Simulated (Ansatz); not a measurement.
# BrCl2Sn: the cost of one run

All numbers are computed with Ansatz 0.2.0 through its Python package. Level of theory: r2SCAN0/def2-SVPD.

**1. Starting point**

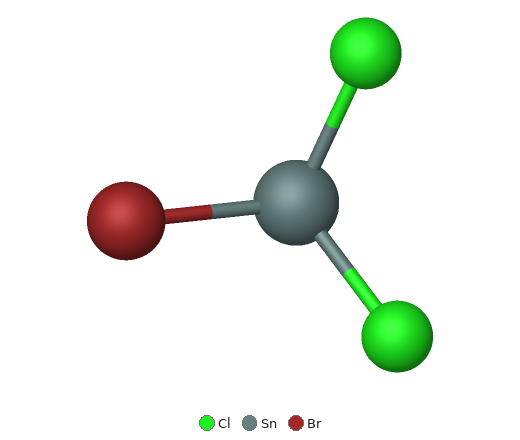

The starting structure, viewed from a chosen angle; chlorine green, tin teal, bromine red.

The script holds or builds the structure itself.

**2. Script**

tae_brcl2sn.py reads:

```python
from collections import Counter

import ansatz


def energy(molecule, charge=0, unpaired=0):
    calc = (
        molecule.calculation()
        .basis(gaussian="def2-SVPD")
        .functional("r2scan0")
    )
    if charge:
        calc = calc.charge(charge)
    if unpaired:
        calc = calc.spin("collinear", total=unpaired)
    report = calc.run(threads=1).report
    if report["published_state_doubts"]:
        print("  doubts:", report["published_state_doubts"])
    return report["free_energy_ev"]


def main() -> None:
    molecule = (
        ansatz.Crystal.molecule()
        .atom("Cl", [1.2886, 0.5196, 1.7883])
        .atom("Sn", [-0.502, -0.1059, 0.3339])
        .atom("Cl", [0.0407, -2.1425, -0.7057])
        .atom("Br", [-0.7718, 1.6685, -1.4367])
    )

    unpaired = {"Cl": 1, "Sn": 2, "Br": 1}
    counts = Counter(site.symbol for site in molecule.cartesian_sites)
    atom_energy = {s: energy(ansatz.Crystal.molecule().atom(s, (0, 0, 0)), 0, unpaired[s]) for s in counts}
    whole = energy(molecule, 0, 1)
    for s, e in atom_energy.items():
        print(f"{s:2s} x{counts[s]}  {e:14.5f} eV")
    print(f"BrCl2Sn: {whole:.5f} eV")
    split = sum(counts[s] * e for s, e in atom_energy.items()) - whole
    print(f"atomisation energy (no zero-point term): {split:.3f} eV, {split / sum(counts.values()):.3f} eV an atom")


if __name__ == "__main__":
    main()
```

**3. The calls as engine input**

The engine receives this input (first run):

```yaml
crystal:
  periodic: [false, false, false]
  atoms:
    - { symbol: Cl, position_ang: [0.0, 0.0, 0.0] }
basis:
  gaussian:
    orbitals: def2-SVPD
hamiltonian:
  xc: r2scan0
magnetization:
  spin_polarized: true
  initial_magnetization: 1.0
```

**4. The run**

Run with:

```console
$ python tae_brcl2sn.py
```

**Question.** How long does this script take on 1 thread of Arm Neoverse V2, shared host, and how much memory does it need?

About 29 s, with a peak of 0.64 GiB.
